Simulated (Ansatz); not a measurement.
Calibrating B2PLYP/def2-TZVPP on molecular compounds of S

The vertical ionisation energy (cation less neutral) in eV of 8 molecular compounds of S: x at B2PLYP/def2-TZVPP, y at CCSD(T)/def2-TZVPP. Shapes, held fixed at every level: PBE0-D4/def2-TZVP. Flexible molecules stand in one conformer, not always the lowest. Programs: Ansatz 0.2.0.

| molecule | x (eV) | y (eV) |
| --- | --- | --- |
| C5H12S (tert-butyl methyl sulfide) | 8.29 | 8.36 |
| C5H10S (allyl ethyl sulfide) | 8.40 | ? |
| C2H6S (dimethyl sulfide) | 8.58 | 8.64 |
| C2H8S2Si (SMILES C[SiH2]SSC) | 8.64 | 8.72 |
| C5H13AlS (SMILES CC(C)[S][Al]([CH3])[CH3]) | 8.76 | 8.83 |
| CH4S2 (methyl hydrodisulfide) | 9.17 | 9.21 |
| CH5Cl3SSiTi (SMILES C[SiH2][S][Ti]([Cl])([Cl])[Cl]) | 9.75 | 9.82 |
| Si2SF6 (SMILES F[Si](F)(F)S[Si](F)(F)F) | 11.49 | 11.54 |

Fit y = c + s·x to the known rows and predict y for C5H10S.


1. Means of the 7 rows: x = 9.2400, y = 9.303.
2. Σ(Δx)² = 7.256, Σ(Δx·Δy) = 7.2137, so the slope is 7.2137/7.256 = 0.99417.
3. Intercept: 9.303 − (0.99417) × 9.2400 = 0.117. The largest residual of the fit is 0.023.
4. C5H10S: 0.117 + 0.99417 × 8.40 = 8.47 eV.

CCSD(T)/def2-TZVPP gives 8.47 eV, so the prediction is off by 0.00 eV: they agree to the digits shown. Uncorrected, B2PLYP/def2-TZVPP misses C5H10S by -0.07 eV, and the other rows by 0.06 on average. The line removes about 100 % of this miss, partly by chance. Left out in turn, the other rows are missed by 0.01 eV on average, so much of the error is systematic among these molecules. Cations run unrestricted. Outer-core shells of Ti are correlated, in sets that cover them unevenly.

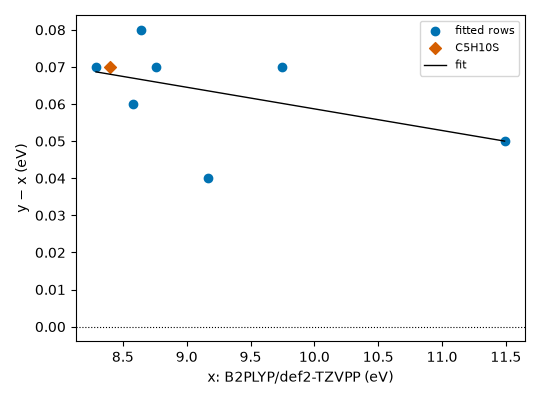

The correction y − x against x, with the fitted line and the withheld molecule.
